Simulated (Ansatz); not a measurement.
C2H10BClSi2 (SMILES B[SiH](C)[SiH](C)Cl)

```xyz
16

B    -1.9082   -1.3936    0.5617
Si   -0.4132   -0.8923   -0.7322
C     1.2214   -1.8029   -0.4044
Si   -0.0872    1.4467   -0.6103
C     0.4113    2.0718    1.0974
Cl    1.4393    1.9739   -1.9447
H    -1.7001   -1.9716    1.5825
H    -3.0361   -1.0841    0.3357
H    -0.8616   -1.1671   -2.1195
H     1.0968   -2.8755   -0.5236
H     1.5745   -1.6252    0.6075
H     1.9983   -1.4820   -1.0910
H    -1.2873    2.1730   -1.0668
H     1.3095    1.5780    1.4552
H     0.6027    3.1401    1.0785
H    -0.3827    1.8882    1.8181
```

Theory: RHF/6-31G* in Ansatz.

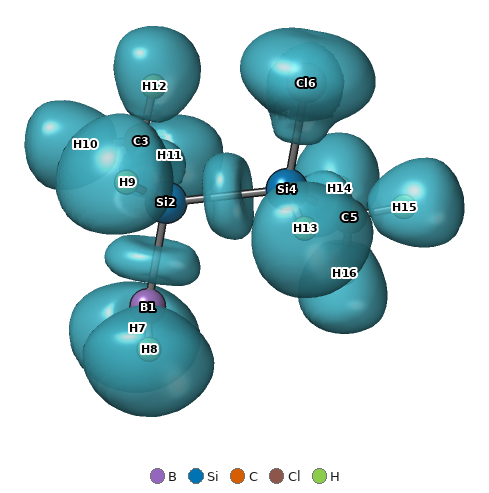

Figure 1. Isosurface of the ELF at 0.8 (cyan), seen at a tilt. Only the valence region is drawn (cores and ρ < 0.01 e/Å³ removed).

> Identify the bonds, lone pairs and shells in this picture.

The ELF exceeds this value in one region between bonded B–Si atoms (shared pairs), two regions between bonded C–Si atoms (shared pairs), one region between bonded Si–Si atoms (shared pairs), ten regions around hydrogen nuclei and one region on Cl in which the atom's valence shell and bonds are merged. Profiles from the grid: C–Si (1.89 Å): the ELF peaks at about 1 between the atoms, as expected for a covalent bond. Si–B (2.04 Å): the ELF peaks at about 1 between the atoms, as expected for localised, covalent bonding.

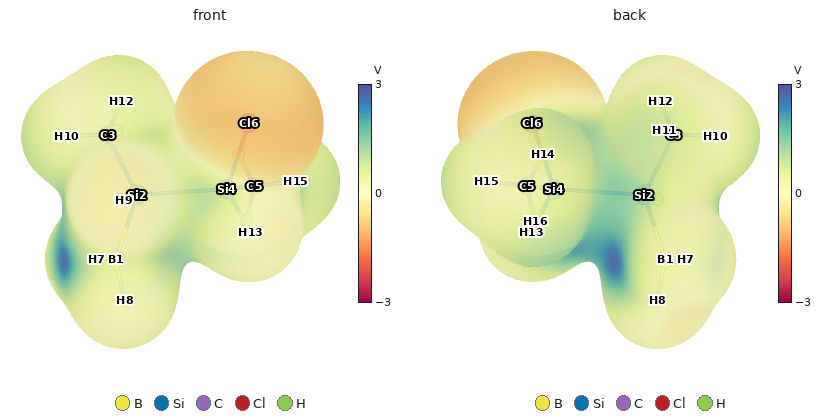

Figure 2. The molecular electrostatic potential painted on the density surface at 0.002 e/bohr³, seen from the front and from behind; the colour scale runs from red (negative) to blue (positive).

> Which sites attract a positive test charge, and which a negative one?

A positive charge is drawn to the negative regions and a negative charge to the positive ones. The most negative region (about −0.9 V) lies over Cl6, the most positive (about +2.6 V) over B1.

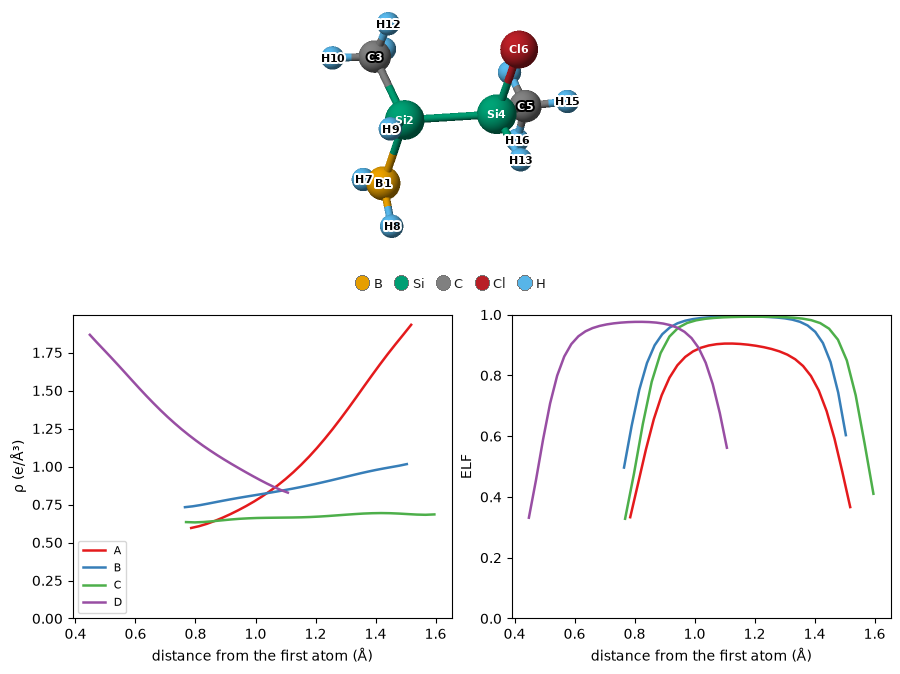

Figure 3. Total electron density and ELF along straight lines between neighbouring atoms. The curves leave out the atomic cores. The structure is drawn too.

> Which curve belongs to which contact (C–Si, Si–B, Si–Cl and Si–Si)? The first atom named is at distance zero.

Curve A: Si–Cl (2.09 Å): ρ at the midpoint is about 0.84 e/Å³; the ELF peaks at about 0.90 between the atoms (a shared but strongly polarised pair). Curve B: Si–B (2.04 Å): ρ is about 0.82 e/Å³ halfway; the ELF peaks at about 1 between the atoms (a shared electron pair). Curve C: Si–Si (2.36 Å): the density is about 0.67 e/Å³ at the midpoint; the ELF peaks at about 1 between the atoms (localised, covalent bonding). Curve D: C–Si (1.89 Å): ρ at the midpoint is about 0.99 e/Å³; the ELF peaks at about 1 between the atoms: localised, covalent bonding.
